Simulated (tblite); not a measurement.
**C6H10N2: saddle-point search**

The run: saddle-point search of C6H10N2. Method and program: GFN2-xTB saddle search (eigenvector following) and harmonic vibrations, gas phase (tblite 0.8.0).

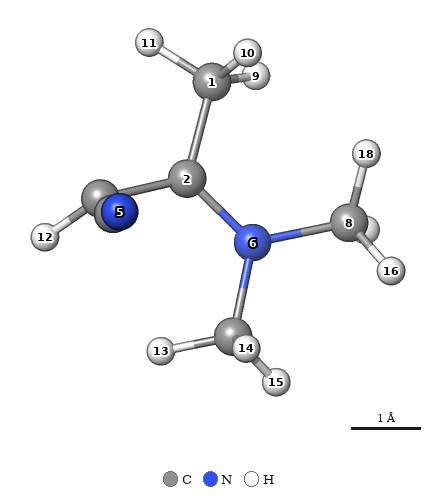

The input geometry (ball-and-stick view, seen at a tilt; atoms are numbered from 1 in the order of the input). Bond lengths as drawn: C–C 1.39 to 1.49 Å, C–H 1.07 to 1.09 Å and C–N 1.16 to 1.45 Å.

Summary

| quantity | value |
| --- | --- |
| outcome | converged |
| total energy | −644.0423 eV |
| point group | C1 |
| hardware | 1 CPU thread, shared host |
| wall time | 22 s |
| peak memory | 0.2 GiB |

Input
```
{"job": {"xc": "GFN2-xTB", "basis": "xTB", "kind": "saddle"}, "charge": 0, "multiplicity": 1}
C      1.630111    -0.254403    -1.137072
C      0.434347     0.399478    -0.537701
C      0.454568     1.803958    -0.246506
C      0.659546     1.994164     1.110443
N      1.047763     2.179960     2.188849
N     -0.536440    -0.372614    -0.050578
C     -1.692036     0.208219     0.590744
C     -0.445756    -1.815510     0.060573
H      1.386449    -1.094575    -1.787592
H      2.263259    -0.607109    -0.320504
H      2.197058     0.487415    -1.695292
H     -0.148748     2.562289    -0.707231
H     -1.870761     1.201688     0.179591
H     -1.533722     0.315118     1.667537
H     -2.557129    -0.429854     0.409695
H     -0.978061    -2.148285     0.950631
H     -0.898858    -2.287686    -0.815727
H      0.588412    -2.142254     0.140141
```

The first line tells a small driver script what to run in tblite; the rest is the geometry in Å.

Run as:
```bash
OMP_NUM_THREADS=1 python <driver script> task.json out
```

What the program printed
```
step      E/eV     max force
  0    -644.10885   0.9106
  1    -644.08665   0.8474
  2    -644.01705   0.7788
  3    -643.90318   0.7251
  4    -643.89875   0.8116
  5    -643.93036   0.9402
  6    -643.94840   0.3929
  7    -643.96046   0.2291
  8    -643.96778   0.2740
  9    -643.97246   0.6692
 10    -643.97134   0.2436
 11    -643.97661   0.0549
 12    -643.98279   0.1002
 13    -643.97943   0.0262
 14    -643.98302   0.0415
 15    -643.98674   0.0463
 16    -643.98941   0.0486
 17    -643.99220   0.0619
 18    -643.99525   0.0617
 19    -644.00103   0.0813
 20    -644.00609   0.1556
 21    -644.00334   0.0431
 22    -644.00616   0.0405
 23    -644.01108   0.0652
 24    -644.01625   0.0850
 25    -644.02163   0.0994
 26    -644.02653   0.0808
 27    -644.03215   0.1601
 28    -644.02890   0.0625
 29    -644.03183   0.0741
 30    -644.03455   0.0916
 31    -644.03735   0.0733
 32    -644.04010   0.1120
 33    -644.04165   0.1271
 34    -644.04208   0.0461
 35    -644.04168   0.1406
 36    -644.04228   0.0088
 37    -644.04232   0.0116
 38    -644.04234   0.0059
 39    -644.04234   0.0037
lowest wavenumbers (cm-1): -1688.6 62.2 81.2 107.2 154.7 183.4
```

Trajectory as extended XYZ (Å, eV, eV/Å), 12 frames, from step=0 to step=39
```
18
Properties=species:S:1:pos:R:3:forces:R:3 step=0 energy=-644.10885
C     1.6301   -0.2544   -1.1371   -0.2280   0.1240  -0.5690
C     0.4343    0.3995   -0.5377   -0.1400   0.0490  -0.2410
C     0.4546    1.8040   -0.2465   -0.0700  -0.1650   0.7860
C     0.6595    1.9942    1.1104   -0.5980   0.0080   0.1070
N     1.0478    2.1800    2.1888    0.0010  -0.0160  -0.0030
N    -0.5364   -0.3726   -0.0506    0.3750  -0.1200   0.5480
C    -1.6920    0.2082    0.5907    0.0060  -0.0060  -0.0090
C    -0.4458   -1.8155    0.0606   -0.0020   0.0090   0.0080
H     1.3864   -1.0946   -1.7876    0.0260  -0.0030   0.0010
H     2.2633   -0.6071   -0.3205   -0.0020   0.0100  -0.0250
H     2.1971    0.4874   -1.6953    0.0110  -0.0200  -0.0040
H    -0.1487    2.5623   -0.7072    0.6530   0.1160  -0.6240
H    -1.8708    1.2017    0.1796   -0.0170  -0.0130   0.0030
H    -1.5337    0.3151    1.6675   -0.0110  -0.0020  -0.0130
H    -2.5571   -0.4299    0.4097   -0.0020   0.0090   0.0110
H    -0.9781   -2.1483    0.9506   -0.0070   0.0010   0.0020
H    -0.8989   -2.2877   -0.8157    0.0050  -0.0020   0.0140
H     0.5884   -2.1423    0.1401   -0.0010   0.0210   0.0070
18
Properties=species:S:1:pos:R:3:forces:R:3 step=3 energy=-643.90318
C     1.6306   -0.2262   -1.1094    0.0330  -0.0410  -0.0900
C     0.4183    0.4001   -0.5186   -0.0020   0.0780   0.1330
C     0.4315    1.8164   -0.2324   -0.2850   0.0760   0.0940
C     0.7692    1.9762    1.0998    0.0240   0.1270   0.3430
N     1.3304    2.1390    2.1103   -0.3870  -0.0630  -0.3900
N    -0.5122   -0.3732    0.0139   -0.0230  -0.0070   0.0170
C    -1.7201    0.2051    0.5612    0.0110  -0.0400   0.0460
C    -0.4579   -1.8179    0.0594    0.0360   0.0790  -0.0100
H     1.4379   -1.1413   -1.6721    0.0010   0.1300  -0.0100
H     2.3005   -0.4643   -0.2694   -0.1090   0.0260  -0.2010
H     2.1501    0.5044   -1.7258   -0.0540  -0.0530  -0.0310
H    -0.3336    2.4827   -0.6387    0.7170  -0.0850  -0.0670
H    -1.8898    1.1881    0.1208    0.0200  -0.0340   0.0270
H    -1.6326    0.3314    1.6424   -0.0100  -0.0140   0.0040
H    -2.5661   -0.4448    0.3338    0.0250  -0.0060   0.0370
H    -1.0310   -2.1672    0.9089   -0.0940  -0.0830   0.1760
H    -0.8872   -2.2410   -0.8481   -0.0440  -0.0690  -0.1150
H     0.5621   -2.1675    0.1641    0.1410  -0.0210   0.0360
18
Properties=species:S:1:pos:R:3:forces:R:3 step=7 energy=-643.96046
C     1.6383   -0.2471   -1.0812    0.0720  -0.0310   0.0270
C     0.4451    0.3798   -0.4376    0.0120   0.0290   0.0440
C     0.4562    1.7943   -0.1943   -0.0230   0.0410   0.0970
C     0.8341    2.1337    1.0816    0.0860   0.0730   0.0190
N     1.2475    2.4299    2.1283   -0.1070  -0.0550  -0.1950
N    -0.5265   -0.3973    0.0076   -0.0380  -0.0170  -0.0160
C    -1.7264    0.1675    0.5856   -0.0310   0.0240   0.0220
C    -0.4859   -1.8444    0.0180   -0.0070   0.0030  -0.0200
H     1.3924   -1.1260   -1.6779    0.0190   0.0700   0.0280
H     2.3538   -0.5327   -0.3027   -0.0650   0.0050  -0.0860
H     2.1277    0.4965   -1.7082   -0.0200  -0.0540   0.0370
H    -0.2143    2.4642   -0.7139    0.0460  -0.0500   0.0420
H    -1.8369    1.2027    0.2598    0.0140  -0.0760   0.0410
H    -1.6645    0.1594    1.6779   -0.0070  -0.0120  -0.0660
H    -2.5906   -0.4173    0.2648    0.0410   0.0420   0.0270
H    -1.0233   -2.2040    0.8953    0.0010   0.0020  -0.0170
H    -0.9650   -2.2542   -0.8762    0.0160   0.0030   0.0090
H     0.5384   -2.2050    0.0731   -0.0100   0.0010   0.0060
18
Properties=species:S:1:pos:R:3:forces:R:3 step=10 energy=-643.97134
C     1.6310   -0.2560   -1.0706    0.0210  -0.0070   0.0080
C     0.4416    0.3780   -0.4245    0.0030   0.0160   0.0140
C     0.4394    1.7939   -0.1940   -0.0420   0.0300   0.0080
C     0.8368    2.1878    1.0554   -0.0360  -0.0780  -0.2280
N     1.2482    2.5101    2.0915    0.0460   0.0800   0.1710
N    -0.5298   -0.4026    0.0191   -0.0150  -0.0060  -0.0020
C    -1.7206    0.1564    0.6189   -0.0360   0.0300   0.0280
C    -0.4855   -1.8491   -0.0013   -0.0150  -0.0410   0.0000
H     1.3682   -1.1064   -1.6988    0.0050   0.0310   0.0070
H     2.3269   -0.5911   -0.2972   -0.0280  -0.0020  -0.0280
H     2.1483    0.4914   -1.6675   -0.0040  -0.0140   0.0160
H    -0.1966    2.4589   -0.7589    0.0370  -0.0440   0.0230
H    -1.8114    1.2058    0.3337    0.0130  -0.0810   0.0400
H    -1.6574    0.1043    1.7103   -0.0130  -0.0100  -0.0760
H    -2.5951   -0.4010    0.2774    0.0420   0.0450   0.0230
H    -1.0860   -2.2322    0.8253    0.0380   0.0180  -0.0640
H    -0.8937   -2.2408   -0.9400    0.0380   0.0270   0.0620
H     0.5359   -2.2073    0.1210   -0.0560   0.0070  -0.0010
18
Properties=species:S:1:pos:R:3:forces:R:3 step=14 energy=-643.98302
C     1.6265   -0.2644   -1.0580    0.0210  -0.0110  -0.0020
C     0.4389    0.3740   -0.4110    0.0000   0.0010   0.0040
C     0.4145    1.7908   -0.1962   -0.0100   0.0150   0.0090
C     0.8383    2.2447    1.0202    0.0090   0.0090   0.0050
N     1.2348    2.6230    2.0456   -0.0040   0.0010  -0.0380
N    -0.5298   -0.4105    0.0344   -0.0020  -0.0010   0.0030
C    -1.7122    0.1423    0.6548   -0.0090   0.0030   0.0090
C    -0.4847   -1.8553   -0.0167   -0.0040  -0.0020   0.0000
H     1.3402   -1.0459   -1.7626    0.0120   0.0290   0.0190
H     2.2729   -0.7056   -0.2948   -0.0260   0.0120  -0.0300
H     2.2032    0.4980   -1.5765   -0.0150  -0.0250   0.0200
H    -0.1775    2.4450   -0.8152    0.0150  -0.0110   0.0020
H    -1.7757    1.2041    0.4183    0.0090  -0.0180   0.0210
H    -1.6535    0.0382    1.7408   -0.0100  -0.0170  -0.0160
H    -2.5971   -0.3783    0.2876    0.0080   0.0150  -0.0020
H    -1.1237   -2.2584    0.7672   -0.0020  -0.0010  -0.0090
H    -0.8435   -2.2232   -0.9823    0.0090   0.0030   0.0010
H     0.5285   -2.2184    0.1443   -0.0010  -0.0020   0.0050
18
Properties=species:S:1:pos:R:3:forces:R:3 step=17 energy=-643.99220
C     1.6215   -0.2679   -1.0511    0.0030  -0.0010   0.0040
C     0.4350    0.3721   -0.4027   -0.0040   0.0010   0.0050
C     0.3954    1.7906   -0.2030   -0.0120   0.0100   0.0090
C     0.8397    2.2838    0.9893    0.0140   0.0080  -0.0020
N     1.2352    2.6938    2.0027    0.0050   0.0030  -0.0290
N    -0.5281   -0.4157    0.0500   -0.0050  -0.0010   0.0020
C    -1.7076    0.1304    0.6802   -0.0300   0.0140   0.0200
C    -0.4826   -1.8592   -0.0201   -0.0030  -0.0120  -0.0020
H     1.3282   -1.0210   -1.7825    0.0020   0.0090   0.0050
H     2.2478   -0.7484   -0.2964   -0.0070   0.0030  -0.0040
H     2.2196    0.4964   -1.5397   -0.0040  -0.0020   0.0080
H    -0.1681    2.4344   -0.8573    0.0110  -0.0070   0.0010
H    -1.7142    1.2118    0.5325    0.0030  -0.0570   0.0240
H    -1.6882   -0.0714    1.7545   -0.0150  -0.0060  -0.0530
H    -2.6021   -0.3177    0.2427    0.0350   0.0310   0.0170
H    -1.1541   -2.2730    0.7304    0.0070   0.0020  -0.0190
H    -0.8012   -2.2123   -1.0054    0.0130   0.0040   0.0130
H     0.5238   -2.2267    0.1758   -0.0130   0.0020   0.0030
18
Properties=species:S:1:pos:R:3:forces:R:3 step=21 energy=-644.00334
C     1.6093   -0.2650   -1.0412    0.0010   0.0020   0.0020
C     0.4207    0.3708   -0.3912   -0.0070   0.0030   0.0060
C     0.3549    1.7888   -0.1971   -0.0190   0.0320   0.0150
C     0.8612    2.3241    0.9504    0.0110   0.0000  -0.0080
N     1.2735    2.7659    1.9438    0.0080  -0.0030  -0.0410
N    -0.5345   -0.4249    0.0654   -0.0030  -0.0030  -0.0010
C    -1.7098    0.1129    0.7089   -0.0180   0.0020   0.0120
C    -0.4789   -1.8663   -0.0256   -0.0070  -0.0270  -0.0030
H     1.3138   -0.9943   -1.7959    0.0030   0.0090   0.0050
H     2.2190   -0.7775   -0.2942   -0.0070   0.0060  -0.0020
H     2.2233    0.5029   -1.5036   -0.0050   0.0010   0.0090
H    -0.1417    2.4300   -0.9059    0.0280  -0.0190   0.0120
H    -1.6623    1.2022    0.6479    0.0000  -0.0310   0.0120
H    -1.7286   -0.1791    1.7610   -0.0110  -0.0070  -0.0290
H    -2.6097   -0.2566    0.2139    0.0160   0.0140   0.0090
H    -1.2085   -2.2956    0.6596    0.0250   0.0080  -0.0330
H    -0.7132   -2.2035   -1.0406    0.0170   0.0110   0.0380
H     0.5113   -2.2349    0.2445   -0.0320   0.0040  -0.0030
18
Properties=species:S:1:pos:R:3:forces:R:3 step=24 energy=-644.01625
C     1.5944   -0.2530   -1.0251    0.0020   0.0030   0.0010
C     0.3975    0.3715   -0.3771   -0.0160   0.0050   0.0120
C     0.2935    1.7874   -0.1813   -0.0210   0.0790   0.0180
C     0.8988    2.3581    0.9014    0.0110  -0.0100  -0.0080
N     1.3417    2.8282    1.8685    0.0010  -0.0210  -0.0770
N    -0.5470   -0.4361    0.0774    0.0050   0.0000  -0.0070
C    -1.7184    0.0905    0.7371   -0.0110  -0.0060   0.0070
C    -0.4763   -1.8749   -0.0325   -0.0070  -0.0390  -0.0050
H     1.3043   -0.9554   -1.8077    0.0050   0.0160   0.0100
H     2.1843   -0.7985   -0.2855   -0.0090   0.0110  -0.0040
H     2.2242    0.5216   -1.4540   -0.0100   0.0000   0.0130
H    -0.0964    2.4251   -0.9593    0.0510  -0.0510   0.0450
H    -1.6251    1.1798    0.7494   -0.0050  -0.0170   0.0020
H    -1.7669   -0.2769    1.7633   -0.0090  -0.0070  -0.0140
H    -2.6206   -0.2078    0.2012    0.0020  -0.0010   0.0030
H    -1.2632   -2.3192    0.5756    0.0430   0.0130  -0.0410
H    -0.6141   -2.1955   -1.0706    0.0150   0.0140   0.0610
H     0.4891   -2.2449    0.3193   -0.0490   0.0090  -0.0130
18
Properties=species:S:1:pos:R:3:forces:R:3 step=28 energy=-644.02890
C     1.5836   -0.2354   -1.0013   -0.0030   0.0060  -0.0010
C     0.3750    0.3745   -0.3581   -0.0120   0.0050   0.0080
C     0.2352    1.7880   -0.1613   -0.0100   0.0470   0.0080
C     0.9394    2.3799    0.8529    0.0110  -0.0060   0.0020
N     1.4192    2.8776    1.7869    0.0130  -0.0220  -0.0570
N    -0.5592   -0.4451    0.0869    0.0010   0.0010  -0.0010
C    -1.7307    0.0674    0.7581   -0.0100  -0.0050   0.0020
C    -0.4781   -1.8817   -0.0425   -0.0010  -0.0090   0.0000
H     1.3041   -0.9028   -1.8178    0.0030   0.0130   0.0080
H     2.1496   -0.8177   -0.2718   -0.0070   0.0110  -0.0010
H     2.2305    0.5481   -1.3862   -0.0100   0.0040   0.0100
H    -0.0434    2.4079   -1.0007    0.0340  -0.0290   0.0270
H    -1.6191    1.1556    0.8027   -0.0090  -0.0100  -0.0020
H    -1.7879   -0.3363    1.7695   -0.0090  -0.0050  -0.0080
H    -2.6327   -0.2008    0.2070   -0.0020  -0.0070  -0.0010
H    -1.2954   -2.3378    0.5117    0.0110   0.0000  -0.0110
H    -0.5565   -2.1838   -1.0904    0.0090   0.0030   0.0140
H     0.4664   -2.2575    0.3545   -0.0090   0.0030   0.0010
18
Properties=species:S:1:pos:R:3:forces:R:3 step=31 energy=-644.03735
C     1.5715   -0.2158   -0.9847   -0.0030   0.0050  -0.0020
C     0.3540    0.3803   -0.3437   -0.0070   0.0040   0.0050
C     0.1951    1.7921   -0.1433    0.0110   0.0440   0.0090
C     0.9799    2.3798    0.8200    0.0110   0.0010   0.0180
N     1.5061    2.8840    1.7240   -0.0070  -0.0350  -0.0640
N    -0.5706   -0.4493    0.0943    0.0000   0.0000  -0.0010
C    -1.7494    0.0495    0.7636   -0.0050  -0.0030  -0.0010
C    -0.4752   -1.8844   -0.0431    0.0010  -0.0070  -0.0010
H     1.3022   -0.8595   -1.8233    0.0010   0.0080   0.0050
H     2.1240   -0.8198   -0.2629   -0.0040   0.0080   0.0000
H     2.2260    0.5760   -1.3385   -0.0080   0.0030   0.0050
H    -0.0024    2.3980   -1.0182    0.0180  -0.0230   0.0270
H    -1.6403    1.1384    0.8142   -0.0080  -0.0040  -0.0030
H    -1.8098   -0.3637    1.7705   -0.0060  -0.0020  -0.0030
H    -2.6464   -0.2193    0.2048   -0.0030  -0.0060  -0.0020
H    -1.3068   -2.3506    0.4802    0.0090   0.0010  -0.0080
H    -0.5166   -2.1783   -1.0952    0.0090   0.0020   0.0150
H     0.4587   -2.2575    0.3812   -0.0090   0.0050   0.0020
18
Properties=species:S:1:pos:R:3:forces:R:3 step=35 energy=-644.04168
C     1.5447   -0.1842   -0.9912   -0.0020   0.0040   0.0050
C     0.3221    0.3945   -0.3431    0.0040  -0.0010   0.0010
C     0.1581    1.8043   -0.1228    0.0480   0.0430   0.0140
C     1.0369    2.3349    0.8010    0.0350   0.0290   0.0620
N     1.6385    2.7957    1.6806   -0.0770  -0.0530  -0.1050
N    -0.5874   -0.4466    0.0956   -0.0090   0.0010   0.0030
C    -1.7833    0.0352    0.7477    0.0010   0.0010  -0.0020
C    -0.4545   -1.8815   -0.0136   -0.0050   0.0380   0.0040
H     1.2805   -0.8106   -1.8439   -0.0020  -0.0040  -0.0020
H     2.0968   -0.7999   -0.2800    0.0030  -0.0040   0.0030
H     2.1963    0.6180   -1.3264    0.0010   0.0010  -0.0010
H     0.0312    2.4178   -1.0081   -0.0060  -0.0170   0.0250
H    -1.6970    1.1272    0.7817    0.0000  -0.0040   0.0020
H    -1.8457   -0.3644    1.7597    0.0010   0.0000  -0.0010
H    -2.6673   -0.2634    0.1829    0.0050   0.0030   0.0040
H    -1.3145   -2.3581    0.4470   -0.0430  -0.0150   0.0210
H    -0.4031   -2.1910   -1.0579    0.0060  -0.0120  -0.0580
H     0.4478   -2.2279    0.4908    0.0420  -0.0100   0.0250
18
Properties=species:S:1:pos:R:3:forces:R:3 step=39 energy=-644.04234
C     1.5454   -0.1899   -0.9959    0.0000   0.0000   0.0000
C     0.3252    0.3920   -0.3465    0.0000   0.0000   0.0000
C     0.1618    1.8025   -0.1327    0.0000   0.0000   0.0000
C     1.0240    2.3472    0.7947    0.0000   0.0000   0.0000
N     1.6141    2.8198    1.6746    0.0000   0.0000   0.0000
N    -0.5858   -0.4472    0.0945    0.0000   0.0000   0.0000
C    -1.7716    0.0362    0.7631    0.0000   0.0000   0.0000
C    -0.4569   -1.8822   -0.0166    0.0000  -0.0020   0.0000
H     1.2786   -0.7902   -1.8668    0.0000   0.0000   0.0000
H     2.0812   -0.8331   -0.2966    0.0000   0.0000   0.0000
H     2.2114    0.6100   -1.3071    0.0000   0.0000   0.0000
H     0.0204    2.4111   -1.0176    0.0000   0.0000   0.0000
H    -1.6793    1.1271    0.8055    0.0000   0.0000   0.0000
H    -1.8251   -0.3721    1.7723    0.0000   0.0000   0.0000
H    -2.6638   -0.2518    0.2060    0.0000   0.0000   0.0000
H    -1.3493   -2.3551    0.3862    0.0030   0.0010  -0.0010
H    -0.3414   -2.1851   -1.0593    0.0000   0.0010   0.0030
H     0.4110   -2.2392    0.5422   -0.0030   0.0010  -0.0020
```
